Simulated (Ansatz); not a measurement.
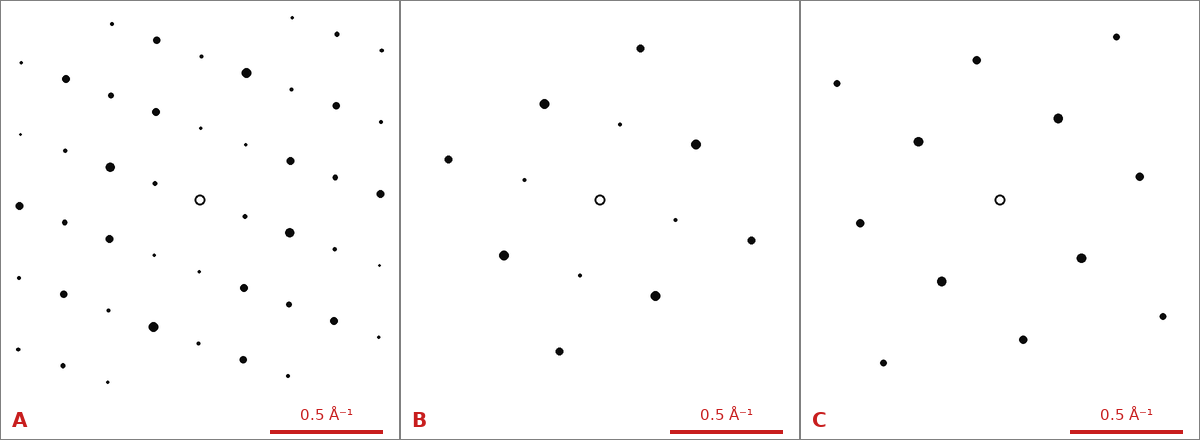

Kinematic electron diffraction patterns (300 kV, B = 0.5 Å², same scale, each along a low-index zone) of three structures of composition CuGe, each relaxed at zero pressure with DFT PBE, scalar-relativistic, plane waves, PAW in Ansatz 0.2.0. The runs are not spin-polarised.

The structures (standard cells):
1. P4/mmm (No. 123), a = 2.837 Å, c = 3.746 Å, 2 atoms; generated start, possibly hypothetical
2. Fd-3m (No. 227), a = 6.280 Å, 16 atoms; generated start, possibly hypothetical
3. Cmcm (No. 63), a = 3.286 Å, b = 9.299 Å, c = 4.017 Å, 8 atoms; generated start, possibly hypothetical

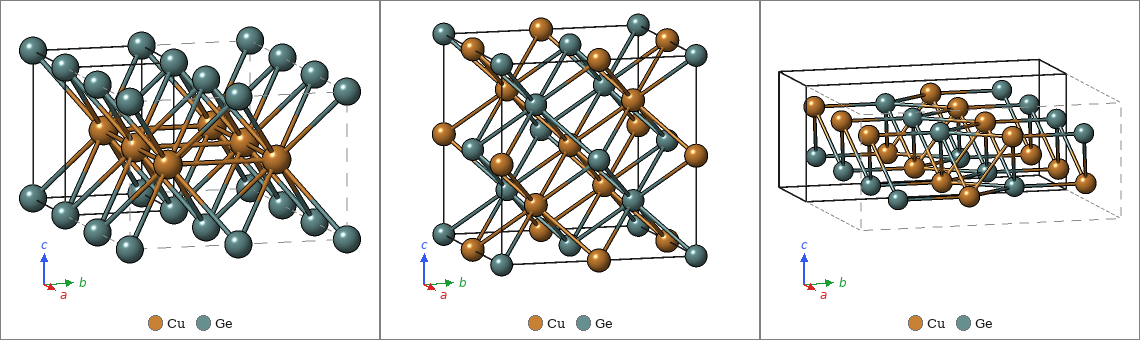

Drawings of the structures 1 to 3, from left to right (each may span several cells).

Which pattern belongs to which structure, and along which zone?

A is structure 3 along [001]: centred rectangular net of 0 2 0 at d = 4.65 Å and 1 1 0 (weak) at d = 3.10 Å, 70.5° apart. B is structure 1 along [001]: square net of 1 0 0 (weak) at d = 2.84 Å and 0 1 0 (weak) at d = 2.84 Å, 90.0° apart (some points of this net are extinct or too weak to see). C is structure 2 along [001] or an equivalent direction: square net of 2 -2 0 at d = 2.22 Å and 2 2 0 at d = 2.22 Å, 90.0° apart (some points of this net are extinct or too weak to see).

Rank the structures by their computed energy.

Structure 3 (Cmcm, 15.34 Å³ an atom) is the lowest of these; structure 1 (P4/mmm, 15.07 Å³ an atom) lies about 66 meV an atom higher; structure 2 (Fd-3m, 15.48 Å³ an atom) lies about 190 meV an atom higher. These are static energies at 0 K; other structures, not shown, may lie lower still.
